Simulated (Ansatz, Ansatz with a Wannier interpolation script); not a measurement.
**K3GaF6 (Fm-3m): quasiparticle bands by Wannier interpolation**

Aim: the G0W0 bands of K3GaF6 (Fm-3m) along the symmetry lines, with the gap off the mesh.

Main program and level: Ansatz 0.2.0; LDA, Wannier functions and G0W0, plane waves, PAW.

## (1) Set-up

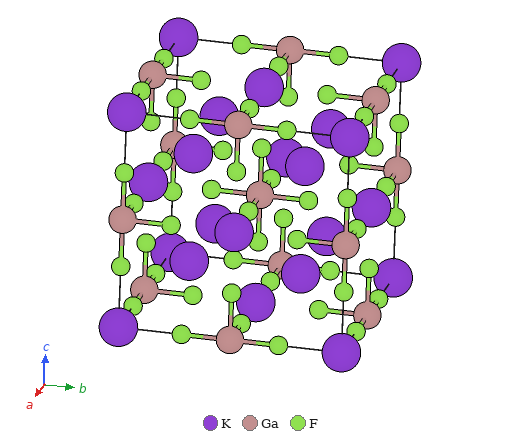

The starting structure, seen slightly off an axis (potassium purple, gallium pink, fluorine green). This picture shows the conventional cell, with its axes. Some periodic images of atoms are drawn too.

Geometry: measured cell, ions relaxed with LDA. The runs that relaxed it are not among those shown. The default PAW set here is soft_2. Its files were made with PBE.

## (2) LDA bands

Levels along a band path, at the cheap level, show where the edges lie and whether the meshes to come will hold them.

This step: DFT, LDA, plane waves, PAW.

The input, input.yaml:

```yaml
crystal:
  lattice:
    - [0.0, 4.33245, 4.33245]
    - [4.33245, 0.0, 4.33245]
    - [4.33245, 4.33245, 0.0]
  atoms:
    - { symbol: K, position: [0.25, 0.25, 0.25] }
    - { symbol: K, position: [0.75, 0.75, 0.75] }
    - { symbol: K, position: [0.0, 0.0, 0.0] }
    - { symbol: Ga, position: [0.5, 0.5, 0.5] }
    - { symbol: F, position: [0.7175099285, 0.2824900715, 0.2824900715] }
    - { symbol: F, position: [0.2824900715, 0.7175099285, 0.2824900715] }
    - { symbol: F, position: [0.2824900715, 0.7175099285, 0.7175099285] }
    - { symbol: F, position: [0.7175099285, 0.2824900715, 0.7175099285] }
    - { symbol: F, position: [0.2824900715, 0.2824900715, 0.7175099285] }
    - { symbol: F, position: [0.7175099285, 0.7175099285, 0.2824900715] }
kpoints:
  mp_grid: { grid: [4, 4, 4] }
  band_path:
    path:
      - [[0.0, 0.0, 0.0], [0.5, 0.0, 0.5], [0.625, 0.25, 0.625]]
      - [[0.375, 0.375, 0.75], [0.0, 0.0, 0.0], [0.5, 0.5, 0.5], [0.5, 0.25, 0.75], [0.5, 0.0, 0.5]]
    npoints: 10
hamiltonian:
  xc: lda
scf:
  occupations: { method: fermi_dirac, width: 0.02 }
  n_extra_bands: 86
output:
  eigenvalues: true
  fatbands: true
  write_density: true
  write_potential: true
  elf: true
  volumetric_format: npy
```

The run is started by

```bash
$ ansatz run input.yaml --threads 4 --pin off --max-ram 18432MiB --backend cpu --events-out ev --progress --plain --runs-dir out
```

Numbers of over 12 decimals in the logs are rounded to 6 here.

Log:

```text
scf.n_extra_bands = 86 over 41 filled bands (N_el = 82.0): the run solves 127 bands
Engine: ansatz 0.2.0, aarch64-unknown-linux-gnu
Pseudopotentials: kind: paw
Pseudopotential: K, paw, valence charge 9, recommended cutoff 420 eV (normal), K.paw.azcp
Pseudopotential: Ga, paw, valence charge 13, recommended cutoff 420 eV (normal), Ga.paw.azcp
Pseudopotential: F, paw, valence charge 7, recommended cutoff 420 eV (normal), F.paw.azcp
Functional definition: SPW92
  exchange = slater_x
  correlation = pw_c
Crystal: 10 atoms, lattice volume = 162.641 Å³
Basis set: ecut = 420 eV, 3143 PW (Γ)
Bands: 127, of which v1, the nominal top of the filled ones, is band 41 counted from 1 (40 counted from 0)
Symmetry: 48 space group operations
Space group: Fm-3m (ITA 225), of the structure as read, at distance tolerance 5.5e-5 Å
k-points: 8 of 64
Non-local potential: K, projectors of the file, l = 0: 3, l = 1: 2, l = 2: 2
Non-local potential: Ga, projectors of the file, l = 0: 2, l = 1: 2, l = 2: 3, l = 3: 1
Non-local potential: F, projectors of the file, l = 0: 2, l = 1: 2, l = 2: 1
PAW form: soft (Blöchl's): semilocal exchange-correlation on the pseudo side does not see the compensation charge
PAW frozen core: K, regenerated for the run's functional, and the local potential with it (the file was generated under x = pbe(κ = 0.804, μ = 0.219515), c = pbe(β = 0.066725))
PAW frozen core: Ga, regenerated for the run's functional, and the local potential with it (the file was generated under x = pbe(κ = 0.804, μ = 0.219515), c = pbe(β = 0.066725))
PAW frozen core: F, regenerated for the run's functional, and the local potential with it (the file was generated under x = pbe(κ = 0.804, μ = 0.219515), c = pbe(β = 0.066725))
PAW one-centre angular grid: K, 110 points (default); XC on 64 Gauss nodes
PAW one-centre angular grid: Ga, 590 points (default); XC on 64 Gauss nodes
PAW one-centre angular grid: F, 110 points (default); XC on 64 Gauss nodes
Initial density: superposition of atomic densities (neutral atoms: chi_scale 0, normalization atom), corrected by the library's trained network
Initial wavefunctions: pseudopotential atomic-orbital guess
Functional: x = slater, c = lda
SCF iter   1: F=—  HF=-12969.828127 eV  |F-HF|=—  |Δ(HF+E_count)|=         —  Δρ=1.71e-2  dr2=3.38e-1  ethr=1.77e-3  ⟨swp⟩=6.1  Hψ=5352  notcnv=0  defer=353
preconditioner: auto → Resta (q_TF=auto, 2.434 Å⁻¹)  ε∞=1.7  [insulator: Δε(μ)=5.593 eV  Ē_g=31.246 eV  σ=0.020 eV  W_gap=1.00  n_scr=50 (ndim 8)  ℏωp=26.4 eV  f_vac=0.141  D(μ)=0.00/eV (n_scr^D=0)  ε∞_Penn≈1.7]
SCF iter   2: F=—  HF=-12969.735487 eV  |F-HF|=—  |Δ(HF+E_count)|=   9.26e-2  Δρ=6.55e-3  dr2=2.58e-2  ethr=4.12e-4  ⟨swp⟩=2.1  Hψ=1331  notcnv=0  defer=638
SCF iter   3: F=—  HF=-12969.727104 eV  |F-HF|=—  |Δ(HF+E_count)|=   8.38e-3  Δρ=1.95e-3  dr2=3.06e-3  ethr=3.15e-5  ⟨swp⟩=2.0  Hψ=706  notcnv=0  defer=647
SCF iter   4: F=—  HF=-12969.726186 eV  |F-HF|=—  |Δ(HF+E_count)|=   9.18e-4  Δρ=4.15e-4  dr2=1.41e-4  ethr=3.73e-6  ⟨swp⟩=2.8  Hψ=659  notcnv=0  defer=647
SCF iter   5: F=—  HF=-12969.726089 eV  |F-HF|=—  |Δ(HF+E_count)|=   9.63e-5  Δρ=7.95e-5  dr2=5.68e-6  ethr=1.72e-7  ⟨swp⟩=2.0  Hψ=593  notcnv=0  defer=647
SCF iter   6: F=—  HF=-12969.726226 eV  |F-HF|=—  |Δ(HF+E_count)|=   1.37e-4  Δρ=2.27e-5  dr2=4.13e-7  ethr=6.93e-9  ⟨swp⟩=2.5  Hψ=571  notcnv=0  defer=647
SCF iter   7: F=-12969.726226 eV  HF=-12969.726226 eV  |F-HF|=2.24e-10  |Δ(HF+E_count)|=   4.23e-7  Δρ=2.17e-6  dr2=5.15e-9  ethr=1.22e-10  ⟨swp⟩=11.4  Hψ=6971  notcnv=0
SCF 1 converged in 7 iterations: F = -12969.726226 eV  dr2 = 5.15e-9
[...]
NSCF: frozen V_eff on 62 k-points
SCF converged after 7 iterations
Free energy (F): -12969.726226 eV
Harris-Foulkes:  -12969.726226 eV  (|F-HF|=2.24e-10)
Internal energy: -12969.726226 eV  (E = F + TS)
E sigma→0 (E₀):  -12969.726226 eV
Fermi energy:    4.066414 eV
--- Per-component energies (eV) ---
  E_band       = -610.487403
  E_kinetic    = 2110.109010
  E_local      = -8103.603321  (includes V_loc(G=0)·N_el)
  E_nonlocal   = 938.555052
  E_hartree    = 3263.957643
  E_xc         = -934.475112
  E_vxc        = -1153.946330  (∫ρ·V_xc dr)
  E_paw        = -5278.783548  (= ΣΔE_a)
  E_vpaw       = -929.526855  (= ΣTr[D̂ρ^β])
  E_aug_tail   = 0.012275  (compensation charges beyond the density's cutoff)
  E_ewald      = -4968.678716
  E_core_change = 3.180490  (= ΣΔE_core)
  E_smearing   = -0.000000  (= −TS)
  E_closure    = 0.000000  (closes the sum)
  Σ components = -12969.726226   (vs F -12969.726226, Δ=0.00e0)
--- Band table (eV; the first three rows and the last of 8) ---
  k-point 0: bands = [... 37 lower, 0.6295, 1.1091, 1.1091, 1.1091, 6.9740, 10.3502, 10.3502, 10.9371, ... 82 higher]
  k-point 1: bands = [... 37 lower, 0.7337, 1.0428, 1.0428, 1.0649, 7.6190, 10.4954, 10.6420, 10.6420, ... 82 higher]
  k-point 2: bands = [... 37 lower, 0.8004, 0.9879, 0.9879, 1.0123, 8.8519, 9.3376, 11.2193, 11.2193, ... 82 higher]
  k-point 7: bands = [... 37 lower, 0.7222, 0.7990, 0.9816, 0.9816, 9.3352, 9.9982, 9.9982, 10.5300, ... 82 higher]
```

Elapsed: 21 s, on 4 threads of Arm Neoverse V1, shared host; peak memory 1 GiB.

Reading the cycles: dr2 is the Hartree energy of the density residual (eV), the measure of convergence; HF is the Harris–Foulkes estimate of the energy, which meets the free energy F at convergence.

Numbers from this step:

```yaml
filled_bands: 41
gap: 5.865 eV
valence_top_at: Γ
conduction_bottom_at: Γ
least_direct_gap: 5.865 eV
```

The gap is direct, at Γ.

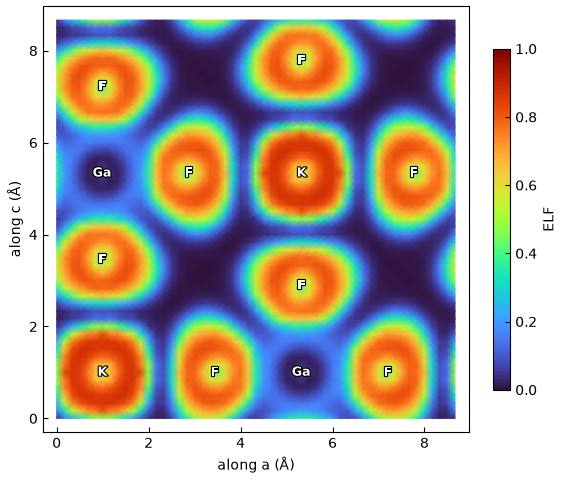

ELF in the ac plane of the conventional cell at fractional y = 0.000, with atoms of K and Ga and F within 0.2 Å of it. It is the smooth field of the valence electrons, not physical close to the nuclei. The map starts off the cell's origin, so that atoms lie inside it.

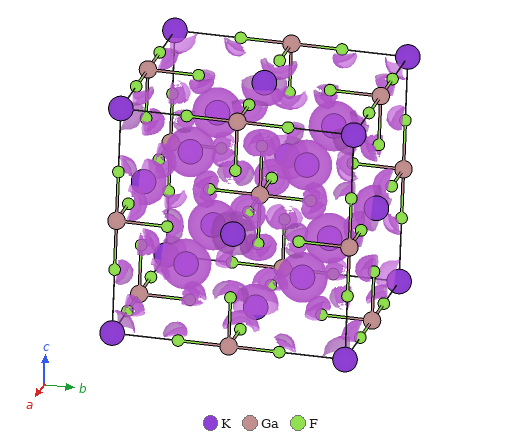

Surface of ELF = 0.8.

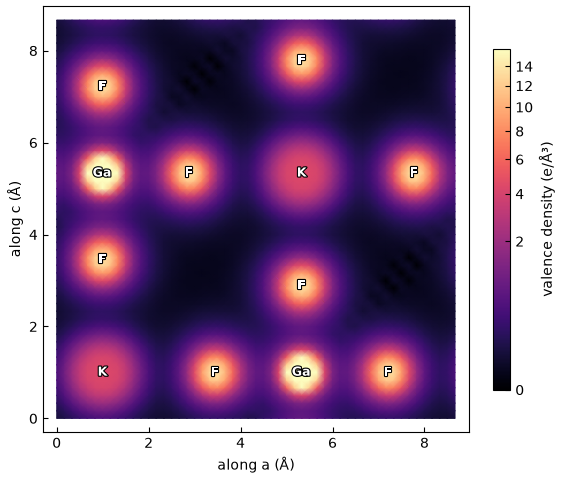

Valence density in the ac plane of the conventional cell at fractional y = 0.000, with atoms of K and Ga and F within 0.2 Å of it. It is the smooth field of the valence electrons, not physical close to the nuclei. The map starts off the cell's origin, so that atoms lie inside it. The colour scale is stretched toward low values.

## (3) Wannier functions (F:2p Ga:4s Ga:4p K:4s) on 8×8×8

Localised functions give a small Hamiltonian that interpolates between mesh points at no cost.

This step: maximally localised Wannier functions, LDA, plane waves, PAW.

input.yaml, the sections that differ from step 2:

```yaml
kpoints:
  mp_grid: { grid: [4, 4, 4] }
scf:
  occupations: { method: fixed }
  n_extra_bands: 86
output:
  wannier:
    kmesh: [8, 8, 8]
    projections:
      - { species: F, l: p, shell: 2 }
      - { species: Ga, l: s, shell: 4 }
      - { species: Ga, l: p, shell: 4 }
      - { species: K, l: s, shell: 4 }
    minimise: true
    write_hr: true
    seedname: w
    conv_tol: 1.0e-07
    max_iter: 4000
    disentanglement:
      window: [-1.74, 27.02]
      frozen_window: [-1.74, 9.97]
      conv_tol: 1.0e-08
# crystal, hamiltonian: as in step 2
```

Log:

```text
[...]
Crystal: 10 atoms, lattice volume = 162.641 Å³
Basis set: ecut = 420 eV, 3143 PW (Γ)
Bands: 127, of which v1, the nominal top of the filled ones, is band 41 counted from 1 (40 counted from 0)
Symmetry: 48 space group operations
[...]
k-points: 8 of 64
[...]
SCF iter   1: F=—  HF=-12969.828149 eV  |F-HF|=—  |Δ(HF+E_count)|=         —  Δρ=1.72e-2  dr2=3.41e-1  ethr=1.77e-3  ⟨swp⟩=4.6  Hψ=3725  notcnv=0  defer=659
[...]
SCF iter   7: F=-12969.726226 eV  HF=-12969.726226 eV  |F-HF|=2.02e-10  |Δ(HF+E_count)|=   3.92e-7  Δρ=2.32e-6  dr2=6.00e-9  ethr=1.22e-10  ⟨swp⟩=13.6  Hψ=8342  notcnv=0
SCF 1 converged in 7 iterations: F = -12969.726226 eV  dr2 = 6.00e-9
[...]
NSCF: frozen V_eff on 32 k-points
the Wannier pass solved 32 of the 512 points of its mesh, and has the states at the others by symmetry: states obtained by the crystal's operations at points that were solved too leave a residual of 5.64e-13 eV (read by the count's bands and the next), within 5.56e-6 eV
SCF converged after 7 iterations
Free energy (F): -12969.726226 eV
[...]
Internal energy: -12969.726226 eV  (E = F + TS)
E sigma→0 (E₀):  -12969.726226 eV
Fermi energy:    1.109172 eV
[...]
--- Band table (eV; the first three rows and the last of 8) ---
  k-point 0: bands = [... 37 lower, 0.6295, 1.1092, 1.1092, 1.1092, 6.9740, 10.3502, 10.3502, 10.9371, ... 82 higher]
  k-point 1: bands = [... 37 lower, 0.7337, 1.0429, 1.0429, 1.0649, 7.6190, 10.4954, 10.6420, 10.6420, ... 82 higher]
  k-point 2: bands = [... 37 lower, 0.8004, 0.9879, 0.9879, 1.0123, 8.8519, 9.3376, 11.2193, 11.2193, ... 82 higher]
  k-point 7: bands = [... 37 lower, 0.7222, 0.7990, 0.9816, 0.9816, 9.3352, 9.9983, 9.9983, 10.5300, ... 82 higher]
Wannier search: line search 1 of at most 4000: gauge-dependent spread (as the search counts it) 102.0998692 Å², largest recent change 6.9e0 Å² and fall left 4.0e0 Å² against conv_tol 1.0e-7 Å², 0 stops escaped
```

The job ended after 3.3 min (4 threads; peak memory 4.2 GiB).

Numbers from this step:

```
gauge-invariant spread     : 36.61 Å²
diagonal spread            : 0.02148 Å²
off-diagonal spread        : 2.998 Å²
total spread               : 39.63 Å²
least projectability       : 3.81e-13
localisation steps         : 41
disentanglement steps      : 259
r.m.s. interpolation error : 0.001225 eV
r.m.s. error near the gap  : 0.001335 eV
```

Near the gap the model misses directly solved bands by 1.3 meV r.m.s. and by 15 meV at most in the window tested. This tests the starting bands, not the corrections carried with them.

Wannier functions, by row:

```
function  x (Å)   y (Å)  z (Å)  spread (Å²)  nearest atom  distance (Å)
       1  2.538   4.329  4.416        1.112            F5         0.123
       2  2.538   4.329  4.249        1.112            F5         0.123
       3  2.457    4.34  4.332        0.639            F5         0.012
       4  4.329   2.538  4.416        1.112            F6         0.123
       5   4.34   2.457  4.332        0.639            F6         0.012
       6  4.329   2.538  4.249        1.112            F6         0.123
       7  6.127   4.336  4.416        1.112            F7         0.123
       8  6.127   4.336  4.249        1.112            F7         0.123
       9  6.208   4.325  4.332        0.639            F7         0.012
      10  4.336   6.127  4.416        1.112            F8         0.123
      11  4.325   6.208  4.332        0.639            F8         0.012
      12  4.336   6.127  4.249        1.112            F8         0.123
      13  4.332   4.332   2.85        1.866            F9         0.402
      14  4.332   4.332  2.448        0.614            F9             0
      15  4.332   4.332  2.448        0.614            F9         0.001
      16  4.332   4.332  5.815        1.866           F10         0.402
      17  4.332   4.332  6.216        0.614           F10         0.001
      18  4.332   4.332  6.217        0.614           F10             0
      19  4.332   4.333  1.462        3.848            F9         0.985
      20  4.332   4.333  7.203        3.848           F10         0.985
      21  4.332   4.332  4.332         2.22           Ga4             0
      22  4.332   4.332  4.332        2.166           Ga4             0
      23  2.166   2.166  1.161        3.649            K1         1.005
      24  6.499   6.499  7.504        3.649            K2         1.005
      25  2.166  -2.166      0        2.617            K2         2.166
```

Frozen up to 8.86 eV; above it the model need not follow the bands. Electronic bands along the path, in eV, zero at the valence-band top:

```
    point  band 38  band 39  band 40  band 41  band 42  band 43  band 44  band 45
        Γ    -0.48     0.00     0.00     0.00     5.86    10.07    11.41    12.48
        X    -0.55    -0.31    -0.31    -0.01     8.03     8.43    11.23    11.39
        U    -0.39    -0.26    -0.23    -0.06     8.14     8.69     9.07    11.61
jump to K    -0.39    -0.26    -0.23    -0.06     8.14     8.69     9.02    10.25
        Γ    -0.48     0.00     0.00     0.00     5.86    10.07    11.41    12.48
        L    -0.31    -0.12    -0.12    -0.10     7.74     8.23    10.49    12.15
        W    -0.39    -0.31    -0.13    -0.13     8.23     8.89     8.90     9.89
        X    -0.55    -0.31    -0.31    -0.01     8.03     8.43    11.23    11.39
```

The same for Kohn-Sham, solved directly:

```
point  band 38  band 39  band 40  band 41  band 42  band 43  band 44  band 45
    Γ    -0.48     0.00     0.00     0.00     5.86     9.24     9.24     9.83
    X    -0.55    -0.31    -0.31    -0.01     8.03     8.43     9.33     9.66
    U    -0.39    -0.26    -0.23    -0.06     8.14     8.69     8.98     9.62
    K    -0.39    -0.26    -0.23    -0.06     8.14     8.69     8.98     9.62
    Γ    -0.48     0.00     0.00     0.00     5.86     9.24     9.24     9.83
    L    -0.31    -0.12    -0.12    -0.10     7.74     8.23    10.11    10.11
    W    -0.39    -0.31    -0.13    -0.13     8.23     8.89     8.89     9.42
    X    -0.55    -0.31    -0.31    -0.01     8.03     8.43     9.33     9.66
```

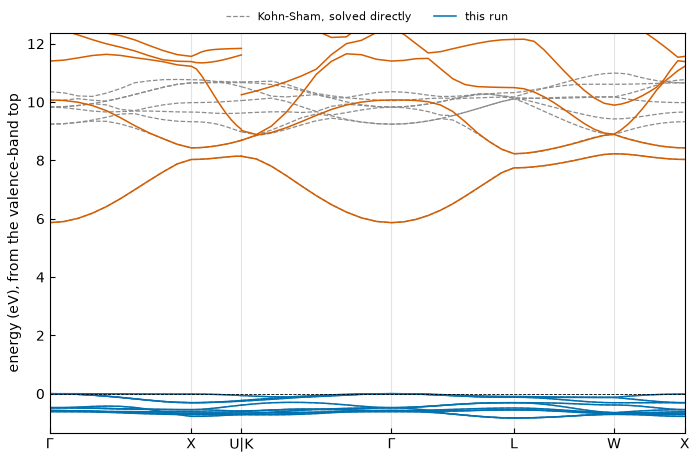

Electronic bands along the path; lines of filled and empty bands in two colours; dashed: Kohn-Sham, solved directly.

## (4) G0W0 at every point of the mesh: 4×4×4 mesh, 611 empty bands, screening to 140 eV

Now the one-shot GW correction: screening in the RPA, then the self-energy of the levels asked for.

This step: G0W0 on LDA, plane waves, PAW.

input.yaml, the sections that differ from step 3:

```yaml
scf:
  occupations: { method: fixed }
gw:
  n_empty_bands: 611
  ecut_chi: 140.0
  qp_bands: [v17, c3]
  screening: { model: contour_deformation }
# crystal, kpoints, hamiltonian: as in step 3
# output: removed
```

Log:

```text
[...]
Crystal: 10 atoms, lattice volume = 162.641 Å³
Basis set: ecut = 420 eV, 3143 PW (Γ)
Bands: 51, of which v1, the nominal top of the filled ones, is band 41 counted from 1 (40 counted from 0)
Symmetry: 48 space group operations
[...]
k-points: 8 of 64
[...]
SCF iter   1: F=—  HF=-12969.827714 eV  |F-HF|=—  |Δ(HF+E_count)|=         —  Δρ=1.72e-2  dr2=3.42e-1  ethr=1.77e-3  ⟨swp⟩=5.0  Hψ=1392  notcnv=0  defer=58
[...]
SCF iter   7: F=-12969.726226 eV  HF=-12969.726226 eV  |F-HF|=2.66e-9  |Δ(HF+E_count)|=   6.68e-7  Δρ=4.75e-6  dr2=5.42e-8  ethr=1.22e-10  ⟨swp⟩=10.9  Hψ=1981  notcnv=0
SCF 1 converged in 7 iterations: F = -12969.726226 eV  dr2 = 5.42e-8
[...]
G₀W₀ screening: q 1/8
[... further progress lines ...]
[...]
SCF converged after 7 iterations
Free energy (F): -12969.726226 eV
[...]
Internal energy: -12969.726226 eV  (E = F + TS)
E sigma→0 (E₀):  -12969.726226 eV
Fermi energy:    1.109207 eV
[...]
--- Band table (eV; the first three rows and the last of 8) ---
  k-point 0: bands = [... 37 lower, 0.6296, 1.1092, 1.1092, 1.1092, 6.9740, 10.3501, 10.3501, 10.9370, ... 6 higher]
  k-point 1: bands = [... 37 lower, 0.7338, 1.0429, 1.0429, 1.0650, 7.6190, 10.4954, 10.6419, 10.6419, ... 6 higher]
  k-point 2: bands = [... 37 lower, 0.8005, 0.9879, 0.9879, 1.0123, 8.8519, 9.3376, 11.2193, 11.2193, ... 6 higher]
  k-point 7: bands = [... 37 lower, 0.7223, 0.7990, 0.9817, 0.9817, 9.3353, 9.9982, 9.9982, 10.5300, ... 6 higher]
--- G₀W₀: contour deformation, 6 samples at zero and on the imaginary axis and 3 off it, 64 q-points, 611 empty bands' worth ---
  eigenvalues of the whole cell's RPA ε∞ on this k-mesh (on a slab, of 1 + 4πα/V) = 2.0074, 2.0074, 2.0074; static W/v taken at q = 0 is 0.498164
  bands read: the sum over 652 bands ends inside a degenerate multiplet in 1 slot, whose members it reads at an even weight; the widest, k=0: bands 652 to 654 (counted from 1) at 1/3 each
    ik  band        ε_KS         Σx   Σc(E_QP)       V_xc       Z   E_QP_lin       E_QP  E_QP is
     0    25     -1.1961   -29.5005     5.2537   -22.0255  0.7837    -3.4874    -3.4175  root
     0    26     -1.1961   -29.5005     5.2537   -22.0255  0.7837    -3.4874    -3.4175  root
     0    27     -1.1961   -29.5005     5.2537   -22.0255  0.7837    -3.4874    -3.4175  root
     0    28     -0.4125   -29.8419     5.5611   -21.9284  0.7843    -2.8421    -2.7650  root
     0    29     -0.4125   -29.8419     5.5611   -21.9284  0.7843    -2.8421    -2.7650  root
     0    30     -0.4125   -29.8419     5.5611   -21.9284  0.7843    -2.8421    -2.7650  root
     0    31      0.4908   -32.7056     5.2290   -25.3700  0.7957    -1.6633    -1.6158  root
     0    32      0.4908   -32.7056     5.2290   -25.3700  0.7957    -1.6633    -1.6158  root
     0    33      0.5307   -30.9292     5.6474   -23.0430  0.7853    -1.7707    -1.7081  root
     0    34      0.5307   -30.9292     5.6474   -23.0430  0.7853    -1.7707    -1.7081  root
     0    35      0.5307   -30.9292     5.6474   -23.0430  0.7853    -1.7707    -1.7081  root
     0    36      0.6296   -31.1013     5.4301   -23.5328  0.7888    -1.5619    -1.5088  root
     0    37      0.6296   -31.1013     5.4301   -23.5328  0.7888    -1.5619    -1.5088  root
     0    38      0.6296   -31.1013     5.4301   -23.5328  0.7888    -1.5619    -1.5088  root
[...]
7    40      0.9817   -31.4162     5.5869   -23.6416  0.7882    -1.2619    -1.2061  root
     7    41      0.9817   -31.4162     5.5869   -23.6416  0.7882    -1.2619    -1.2061  root
     7    42      9.3353   -12.3796    -3.5156   -18.3704  0.8564    11.8485    11.8104  root
     7    43      9.9982    -6.9162    -3.1049   -12.0376  0.8745    12.0402    12.0147  root
     7    44      9.9982    -6.9162    -3.1049   -12.0376  0.8745    12.0402    12.0147  root
```

It took 14 min on 4 threads; peak memory 3 GiB; 57 min of CPU time.

Numbers from this step:

- bands summed: 652
- RPA ε∞ on this mesh (eigenvalues): 2.007, 2.007, 2.007
- plane waves in the screening matrix: 609
- q-points in the mesh: 64
- G0W0 gap on the mesh: 9.802 eV
- k of the valence top: 0, 0, 0
- k of the conduction bottom: 0, 0, 0
- starting gap on the mesh: 5.865 eV
- Z at the valence top: 0.7878
- Z at the conduction bottom: 0.8852
- least direct G0W0 gap on the computed points: 9.802 eV

The gap on the mesh goes from 5.86 eV to 9.80 eV, a correction of +3.94 eV. Between the two edge states, bare exchange in place of the xc potential would open the gap by 12.71 eV, and correlation takes back 8.78 eV.

(Continued in part 2 of 2.)

[Paths, hosts, dates, memory and timing lines, banners, echoed tables and standing remarks are left out of the program output.]

[Logs are printed without paths, hosts, clocks, repeated set-up lines and the standing remarks that a program may print on its own settings, such as how far it seeks lower states.]

[Runs of the session that timed out or met a known fault of the program may be left out.]

[Hosts, paths, dates, database ids (printed as entryN), source tags and the programs' standing remarks are cut or masked in the printed files.]
